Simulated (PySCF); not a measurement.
CH₁₁PSi₃ (SMILES [SiH3]C[SiH2]P[SiH3])

```xyz
16

Si   -2.2764    0.6083    0.5867
C    -1.1702   -0.0706   -0.8034
Si    0.0245   -1.4492   -0.2774
P     1.1974   -0.7639    1.5004
Si    2.2954    0.9897    0.6790
H    -3.1003    1.6897    0.0349
H    -3.1540   -0.4568    1.0744
H    -1.4487    1.1318    1.6735
H    -0.5937    0.7537   -1.2252
H    -1.7973   -0.4481   -1.6098
H     0.8993   -1.8104   -1.4064
H    -0.6952   -2.6561    0.1446
H     2.2255   -1.6634    1.3163
H     2.7909    0.7919   -0.6878
H     1.3647    2.1181    0.6911
H     3.4307    1.2444    1.5653
```

Geometry: GFN2-xTB.

Computed with PBE0/pcSseg-1, SCF density, gas phase, non-relativistic in PySCF.

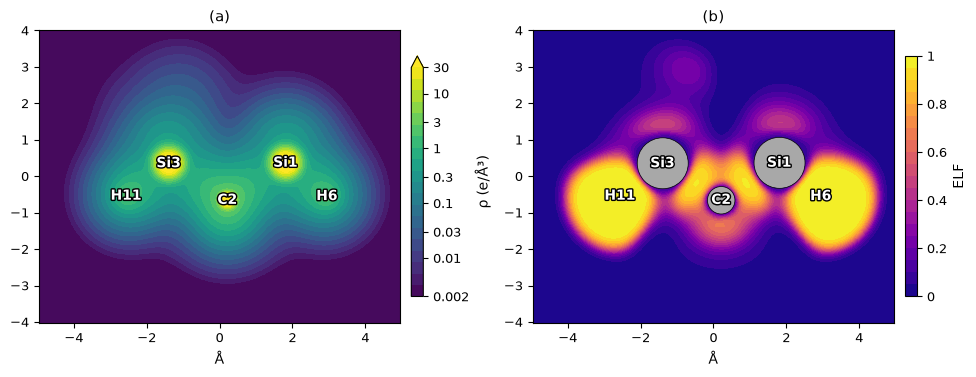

Figure 1. (a) electron density; (b) electron localisation function on the plane of atoms Si1, C2 and Si3. Grey discs cover the atomic cores in the ELF map.

**Interpret the plot.**

- Atoms in the plane: Si, C and H.
- C–Si (1.90 Å): ρ at the midpoint is about 0.9 e/Å³; the ELF peaks at about 0.95 between the atoms; localised, covalent bonding.
- Si–H (1.47 Å): ρ is about 0.8 e/Å³ halfway; the ELF climbs to about 1 towards the hydrogen, as it does in any bond to H.

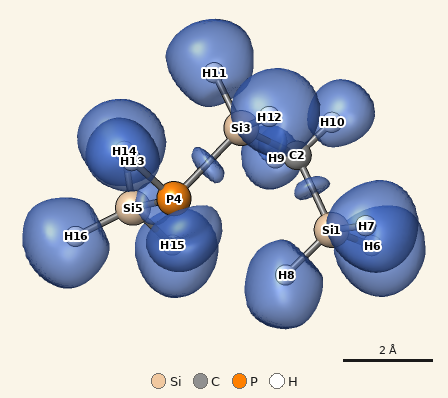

Figure 2. Isosurface of the electron localisation function at 0.9 (blue), seen at a tilt. Only the valence region is drawn (cores and ρ < 0.01 e/Å³ removed).

**Identify the bonds, lone pairs and shells in this picture.**

The surface consists of two regions between bonded C–Si atoms (shared pairs), two regions between bonded P–Si atoms (shared pairs), eleven regions around hydrogen nuclei and one lobe on P, pointing away from the bonds (lone pairs).


 Si–P (2.23 Å): the ELF peaks at about 0.95 between the atoms: a shared electron pair.

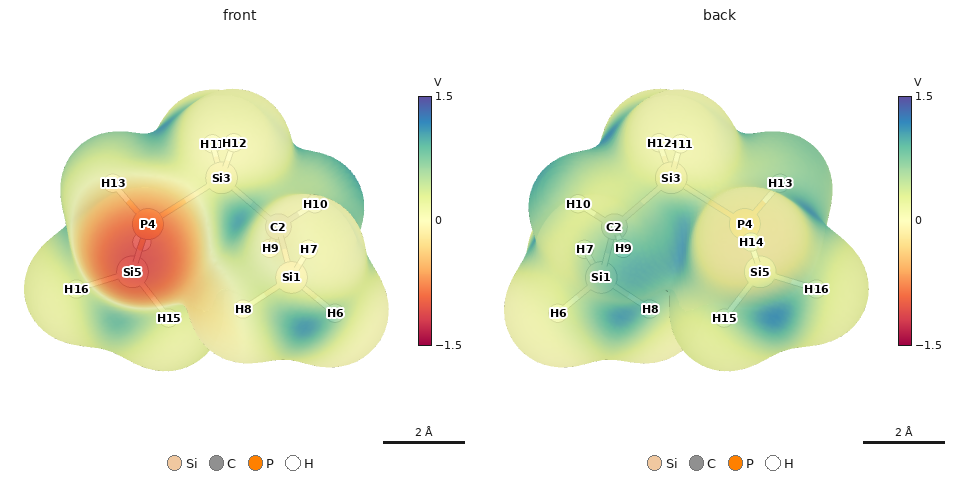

Figure 3. The molecular electrostatic potential painted on the density surface at 0.002 e/bohr³, seen from the front and from behind; the colour scale runs from red (negative) to blue (positive).

**Describe the electrostatic potential map.**

The most negative region (about −1.1 V) lies over P4, the most positive (about +1.1 V) over Si1, Si3 and Si5.

**How polar is the molecule by this calculation?**

Its dipole moment is 1.41 D.
